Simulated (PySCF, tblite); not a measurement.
**Si₃H₆O₄, a small molecule taken as a stand-in for a surface group (silica 3-ring): NMR shifts, core binding energies and electronic excitations, part 1 of 2**

Wanted: the NMR shifts, core binding energies and electronic excitations for `O[SiH]1O[SiH2]O[SiH2]O1`.

Programs: tblite 0.8.0 and PySCF 2.14.0. All values are calculated, for the isolated system unless a continuum is named. Atoms count from 0, parts from 1.

## 1. The system as given

13 atoms, charge 0, multiplicity 1; geometry: distance geometry start.

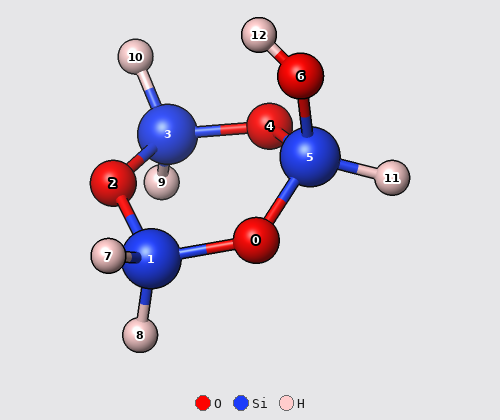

The starting geometry (oxygen red, silicon blue, hydrogen pink), atoms numbered.

## 2. Relaxing the cluster with GFN2-xTB

The job: settings as JSON, then the geometry in Å.

```
{"job": {"kind": "relax", "xc": "GFN2-xTB", "basis": "xTB"}, "charge": 0, "multiplicity": 1}
O     -1.130342     1.638933    -1.526788
Si     0.653609     1.764002    -1.567378
O      1.345783     0.255008    -0.941766
Si     0.641854    -1.354588    -1.092291
O     -1.112886    -1.210241    -1.079836
Si    -2.033246     0.306880    -0.844555
O     -2.266907     0.567934     0.881683
H      1.078497     2.868549    -0.752352
H      1.098143     1.956088    -2.890859
H      1.073584    -1.920117    -2.336655
H      1.057682    -2.166192    -0.017713
H     -3.282470     0.204939    -1.494885
H     -1.672113     0.274525     1.587334
```

Method: GFN2-xTB geometry optimisation, gas phase.

Launch:

```
$ OMP_NUM_THREADS=1 python cluster_run.py task.json out
```

This one command runs all jobs of the session in turn.

The program printed:

```text
step      E/eV     max force
  0    -675.73154    3.593
  1    -676.53031    2.408
  2    -677.20402    1.415
  3    -677.32725    1.146
  4    -677.46538    0.928
  5    -677.49084    0.452
  6    -677.54381    0.597
  7    -677.58426    0.851
  8    -677.62527    0.718
  9    -677.64762    0.362
 10    -677.66091    0.405
 11    -677.67152    0.328
 12    -677.68223    0.271
 13    -677.69032    0.203
 14    -677.69539    0.177
 15    -677.69867    0.134
 16    -677.70166    0.154
 17    -677.70554    0.184
 18    -677.71036    0.204
 19    -677.71467    0.190
 20    -677.71773    0.155
 21    -677.72097    0.171
 22    -677.72601    0.242
 23    -677.73220    0.284
 24    -677.73715    0.183
 25    -677.73995    0.198
 26    -677.74189    0.212
 27    -677.74506    0.211
 28    -677.75136    0.314
 29    -677.76000    0.370
 30    -677.76628    0.276
 31    -677.77023    0.175
 32    -677.77244    0.211
 33    -677.77508    0.228
 34    -677.77818    0.174
 35    -677.78093    0.107
 36    -677.78191    0.108
 37    -677.78425    0.138
 38    -677.78708    0.178
 39    -677.78999    0.123
 40    -677.79149    0.077
 41    -677.79202    0.054
 42    -677.79242    0.093
 43    -677.79281    0.072
 44    -677.79360    0.043
 45    -677.79383    0.049
 46    -677.79421    0.043
 47    -677.79438    0.036
 48    -677.79463    0.045
 49    -677.79488    0.042
 50    -677.79510    0.031
 51    -677.79522    0.029
 52    -677.79535    0.028
 53    -677.79554    0.043
 54    -677.79585    0.054
 55    -677.79624    0.049
 56    -677.79660    0.040
 57    -677.79686    0.040
 58    -677.79712    0.044
 59    -677.79756    0.055
 60    -677.79822    0.058
 61    -677.79881    0.043
 62    -677.79909    0.036
 63    -677.79921    0.019
 64    -677.79927    0.020
 65    -677.79934    0.025
 66    -677.79944    0.026
 67    -677.79958    0.030
 68    -677.79965    0.012
 69    -677.79967    0.006
```

Run time: 2.4 s. Hardware: 1 thread of Arm Neoverse V1, shared host.

Step by step: (not every step is listed)

```
step  energy from step 0 (eV)  largest force (eV/Å)
   0                   0.0000                3.5930
   2                  -1.4725                1.4144
   4                  -1.7338                0.9284
   6                  -1.8123                0.5973
   8                  -1.8937                0.7180
  10                  -1.9294                0.4054
  12                  -1.9507                0.2702
  14                  -1.9638                0.1773
  16                  -1.9701                0.1533
  20                  -1.9862                0.1552
  24                  -2.0056                0.1828
  28                  -2.0198                0.3146
  32                  -2.0409                0.2109
  36                  -2.0504                0.1075
  40                  -2.0599                0.0769
  44                  -2.0621                0.0429
  48                  -2.0631                0.0454
  52                  -2.0638                0.0275
  56                  -2.0651                0.0395
  60                  -2.0667                0.0585
  62                  -2.0675                0.0358
  64                  -2.0677                0.0203
  66                  -2.0679                0.0261
  68                  -2.0681                0.0117
  69                  -2.0681                0.0063
```

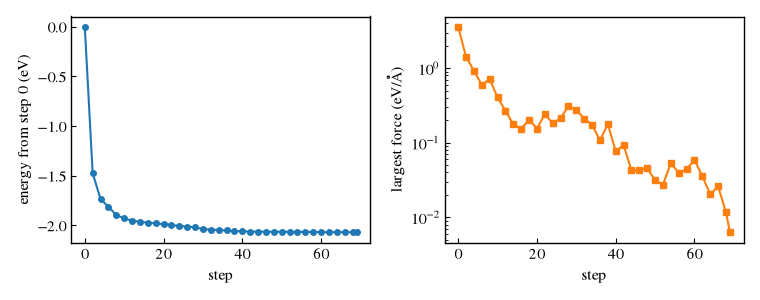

Energy and force, step by step.

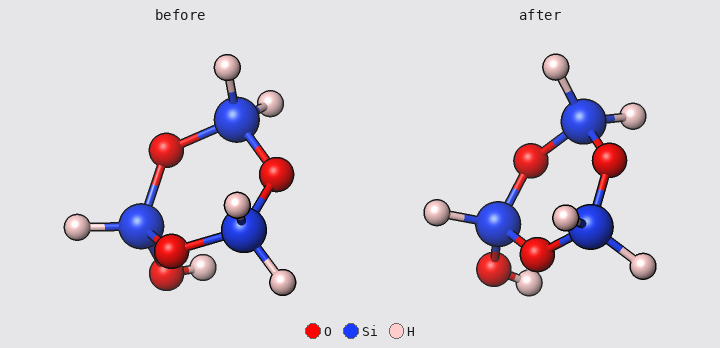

Before and after, at one scale.

Distances of close pairs at the start and the end, largest changes first:

```
   bond  before (Å)  after (Å)  change (Å)
 O0–Si1       1.789      1.623      -0.165
 O4–Si5       1.790      1.627      -0.163
 Si5–O6       1.761      1.609      -0.152
 Si1–O2       1.774      1.626      -0.148
 O2–Si3       1.763      1.626      -0.137
 Si3–O4       1.761      1.623      -0.137
 O0–Si5       1.748      1.627      -0.121
Si3–H10       1.409      1.455      +0.045
```

## 3. Relaxing the molecule at PBE0-D3(BJ)/def2-SVP

The job: settings as JSON, then the geometry in Å.

```
{"job": {"xc": "PBE0", "basis": "def2-SVP", "d3": "d3bj", "grid": 2, "kind": "geom", "shake": 0.01}, "charge": 0, "multiplicity": 1}
O     -0.516908     1.287207    -0.096957
Si     0.996557     1.412006    -0.607649
O      1.635187    -0.074669    -0.622953
Si     1.047892    -1.512134    -0.226632
O     -0.529807    -1.303230     0.226070
Si    -1.484118     0.026071     0.195798
O     -2.261851     0.194784     1.588676
H      1.725768     2.195093     0.398123
H      0.986751     1.884070    -1.963993
H      1.006371    -2.320568    -1.424167
H      1.714208    -1.995617     0.962821
H     -2.466594    -0.114149    -0.833721
H     -1.843246     0.303764     2.411987
```

The program printed:

```text
step   0  E = -1172.09525781  max force = 0.030778
step   1  E = -1172.11172245  max force = 0.007168
step   2  E = -1172.11194755  max force = 0.001965
step   3  E = -1172.11200311  max force = 0.000938
step   4  E = -1172.11201686  max force = 0.000572
step   5  E = -1172.11202829  max force = 0.000588
step   6  E = -1172.11203836  max force = 0.000984
step   7  E = -1172.11205216  max force = 0.001138
step   8  E = -1172.11206319  max force = 0.000753
step   9  E = -1172.11206895  max force = 0.000203
optimisation converged
```

Wall time 1.8 min (1 thread of Arm Neoverse V1, shared host); peak memory 0.73 GiB.

Step by step:

```
step  energy from step 0 (eV)  largest force component (eV/Å)
   0                   0.0000                          1.5827
   1                  -0.4480                          0.3686
   2                  -0.4542                          0.1010
   3                  -0.4557                          0.0482
   4                  -0.4560                          0.0294
   5                  -0.4563                          0.0302
   6                  -0.4566                          0.0506
   7                  -0.4570                          0.0585
   8                  -0.4573                          0.0387
   9                  -0.4575                          0.0104
```

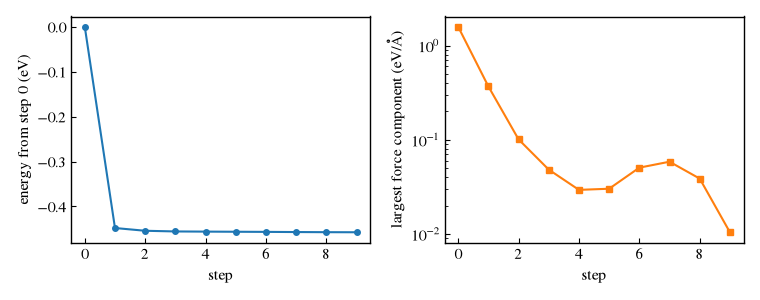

Energy and largest force along the relaxation.

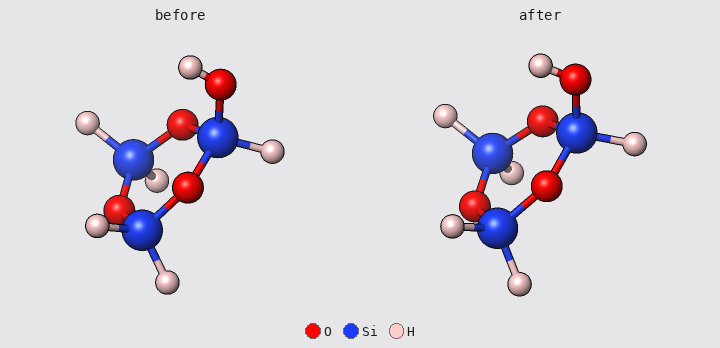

Before and after, at one scale.

Close pairs (by a distance rule), those that changed most:

```
   bond  before (Å)  after (Å)  change (Å)
 O2–Si3       1.603      1.663      +0.060
 O0–Si1       1.602      1.662      +0.060
 Si1–H8       1.436      1.485      +0.049
 Si1–O2       1.618      1.663      +0.045
 O0–Si5       1.616      1.661      +0.045
Si5–H11       1.430      1.472      +0.042
 Si3–H9       1.445      1.485      +0.040
Si3–H10       1.447      1.486      +0.040
```

The end geometry stands in the next job.

```
                         at the end point                value
  point group (found at 0.08 Å tolerance)                   Cs
rotational constants (GHz, main isotopes)  2.196, 1.415, 0.940
                        dipole moment (D)                 1.28
```

## 4. Nuclear shieldings: PBE0/pcSseg-1

The job: settings as JSON, then the geometry in Å.

```
{"job": {"kind": "nmr", "xc": "PBE0", "basis": "pcSseg-1"}, "charge": 0, "multiplicity": 1}
O     -0.546828     1.327799    -0.161030
Si     1.043945     1.424763    -0.631951
O      1.660588    -0.119715    -0.620115
Si     0.978660    -1.583640    -0.224191
O     -0.606867    -1.295910     0.181272
Si    -1.558588     0.064397     0.210605
O     -2.260686     0.269596     1.679730
H      1.792310     2.264044     0.339517
H      1.128249     1.980408    -2.006728
H      1.040851    -2.493773    -1.396302
H      1.688353    -2.160684     0.947190
H     -2.659709    -0.037059    -0.760872
H     -1.690133     0.342514     2.450296
```

Method: GIAO PBE0/pcSseg-1 NMR shielding, non-relativistic, gas phase.

The program printed:

```text
coarse grid: 12936 points
cycle   1  E = -1172.1701597395  dE =  1.004e+00  |g| = 1.340e+00  |ddm| = 3.532e+00
cycle   2  E = -1171.7761006688  dE =  3.941e-01  |g| = 1.981e+00  |ddm| = 2.201e+00
cycle   3  E = -1172.4758795383  dE = -6.998e-01  |g| = 8.394e-02  |ddm| = 1.475e+00
cycle   4  E = -1172.4767767920  dE = -8.973e-04  |g| = 5.404e-02  |ddm| = 1.086e-01
cycle   5  E = -1172.4772525548  dE = -4.758e-04  |g| = 1.471e-02  |ddm| = 4.124e-02
cycle   6  E = -1172.4772889901  dE = -3.644e-05  |g| = 1.910e-03  |ddm| = 1.057e-02
cycle   7  E = -1172.4772893702  dE = -3.802e-07  |g| = 1.390e-03  |ddm| = 2.122e-03
final grid: 112848 points
cycle   8  E = -1172.5554179218  dE = -6.991e-06  |g| = 1.140e-02  |ddm| = 1.362e-02
cycle   9  E = -1172.5553924218  dE =  2.550e-05  |g| = 1.668e-02  |ddm| = 1.643e-02
cycle  10  E = -1172.5554386431  dE = -4.622e-05  |g| = 5.180e-04  |ddm| = 1.018e-02
cycle  11  E = -1172.5554386779  dE = -3.483e-08  |g| = 2.657e-04  |ddm| = 4.608e-04
cycle  12  E = -1172.5554386899  dE = -1.193e-08  |g| = 3.136e-05  |ddm| = 1.615e-04
cycle  13  E = -1172.5554386900  dE = -1.210e-10  |g| = 1.687e-05  |ddm| = 3.276e-05
converged SCF energy = -1172.5554386900

GIAO shielding tensors (ppm)
atom      isotropic    diamagn.    paramagn.     s11        s22        s33       span
  0 O      230.224     403.603    -173.378    184.507    227.192    278.974     94.467
  1 Si     384.801     880.037    -495.235    357.861    394.870    401.674     43.813
  2 O      252.065     402.634    -150.569    191.376    225.836    338.985    147.609
  3 Si     384.867     880.052    -495.185    357.683    395.186    401.733     44.050
  4 O      230.497     403.615    -173.118    184.607    227.578    279.306     94.699
  5 Si     415.193     880.767    -465.574    395.713    404.410    445.456     49.743
  6 O      265.043     388.506    -123.463    228.027    255.361    311.741     83.714
  7 H       26.119      29.201      -3.082     23.041     23.563     31.752      8.710
  8 H       26.088      28.644      -2.556     23.006     23.489     31.770      8.764
  9 H       26.092      28.634      -2.542     23.009     23.486     31.782      8.773
 10 H       26.114      29.233      -3.119     23.048     23.564     31.732      8.684
 11 H       26.861      28.956      -2.095     23.172     24.005     33.406     10.234
 12 H       29.007      32.463      -3.456     21.466     24.087     41.469     20.003
```

Run time: 25 s. Hardware: 1 thread of Arm Neoverse V1, shared host; peak memory 0.92 GiB.

Shifts follow as δ = σ(reference) − σ, with reference shieldings (ppm) from runs at the same level and on the same kind of geometry: 1H TMS 31.27, 29Si TMS 352.0, 17O H2O 334.6. The references are single molecules in the gas phase, so shifts against H2O, NH3, PH3, H3PO4 or CFCl3 are not on the usual liquid scales and can be off by tens of ppm. Atoms listed in one row are averaged.

```
   atoms                          environment  σ (ppm)  δ (ppm)
  H8, H9  hydrogen on a silicon bonded to 2 O    26.09     5.18
 H7, H10  hydrogen on a silicon bonded to 2 O    26.12     5.15
     H11  hydrogen on a silicon bonded to 3 O    26.86     4.41
     H12   hydrogen on an oxygen bonded to Si    29.01     2.26
  O0, O4                oxygen bonded to 2 Si    230.4    104.2
      O2                oxygen bonded to 2 Si    252.1     82.5
      O6               oxygen bonded to Si, H    265.0     69.5
Si1, Si3           silicon bonded to 2 O, 2 H    384.8    -32.8
     Si5             silicon bonded to 3 O, H    415.2    -63.2
```

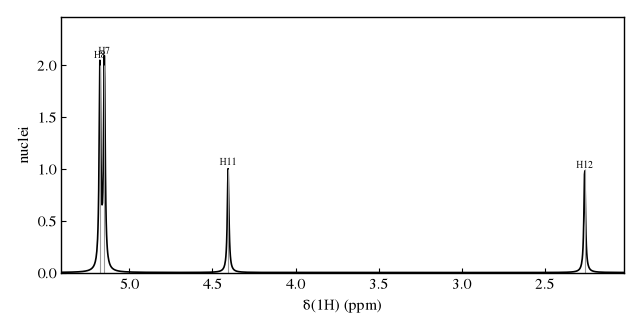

1H lines at the computed shifts, without couplings. Lines are broadened to a width of 0.01 ppm (Lorentzian).

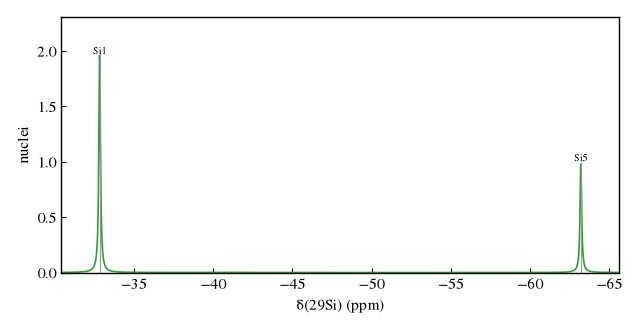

29Si lines at the computed shifts, without couplings. Lines are broadened to a width of 0.12 ppm (Lorentzian).

Charges from the same density, by scheme (e):

```
   atoms  Mulliken    IAO  Hirshfeld  ESP fit
  O0, O4     -0.77  -0.88      -0.32    -0.69
Si1, Si3      1.03   1.19       0.47     0.92
      O2     -0.77  -0.88      -0.32    -0.64
     Si5      1.20   1.45       0.52     1.22
      O6     -0.54  -0.77      -0.30    -0.77
```

IAO charges:

O0 -0.88; Si1 1.19; O2 -0.88; Si3 1.19; O4 -0.88; Si5 1.45; O6 -0.77; H7 -0.16; H8 -0.15; H9 -0.15; H10 -0.16; H11 -0.16; H12 0.37

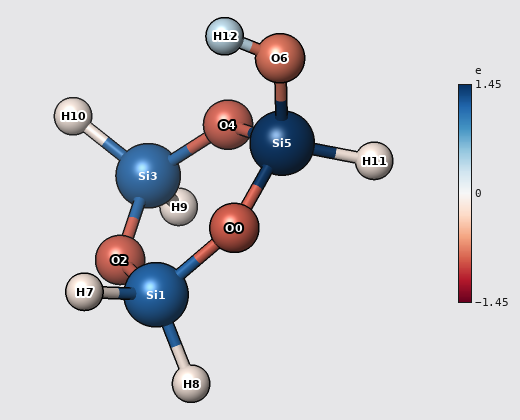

IAO charges, as colours on the atoms.

Mayer bond orders: O0–Si1 0.92, Si1–O2 0.91, O2–Si3 0.91, Si3–O4 0.92, O4–Si5 0.91, Si5–O6 1.10, Si5–O0 0.91.

Ring of atoms O0, Si1, O2, Si3, O4, Si5: NICS(0) -2.5, NICS(1) -0.4, NICS(1)zz 3.3 ppm (means of both faces).

The fields below are evaluated on a grid from the run's orbitals.

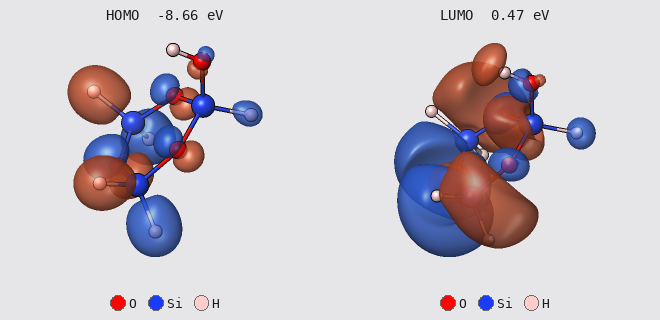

Frontier orbitals at PBE0/pcSseg-1; each surface holds 70 % of the orbital's density, blue and red mark the sign.

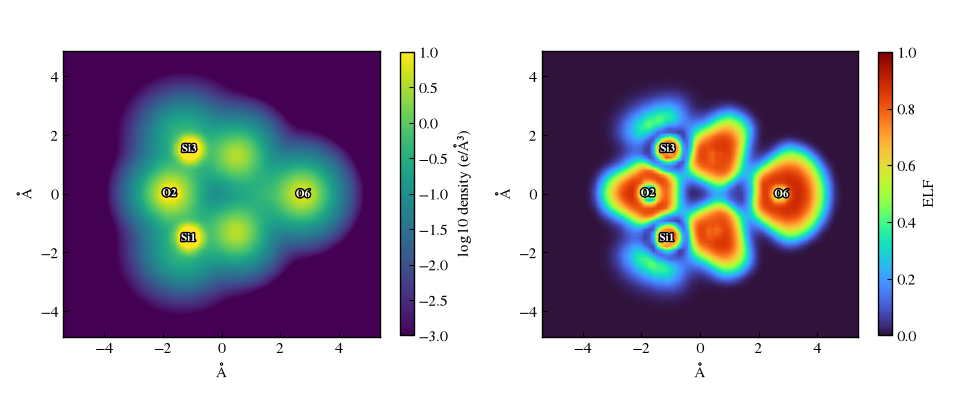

Density (left) and ELF (right) in a plane through or near 4 of the atoms.

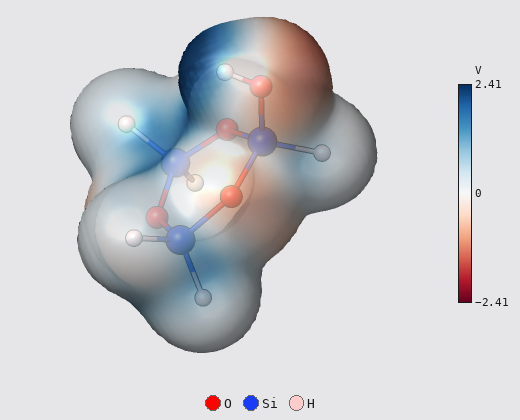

The potential that a unit positive charge feels on the 0.002 e/bohr³ surface, from -1.24 V near O6 to 2.41 V near H12.

(Continued in part 2 of 2.)
